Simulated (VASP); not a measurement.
Band structure of TiO$_{2}$ (rutile). Method: optB86b-vdW, VASP's PBE PAW potentials (set 64) (plane waves; VASP).

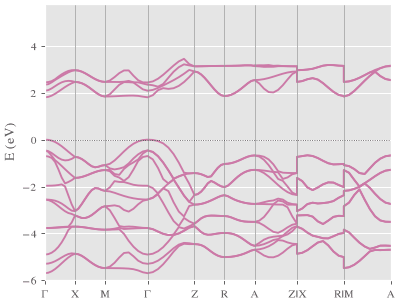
*Bands along high-symmetry lines, zero at the valence-band maximum or, without a gap, the Fermi level*

Problem. Read the plot: is there a gap, and where are the band edges?

Solution. The gap is direct, 1.81 eV, from the valence maximum at Γ to the conduction minimum at Γ. (Edges off the drawn lines would not show.)

The compound is TiO2 in the rutile structure. It was relaxed first.
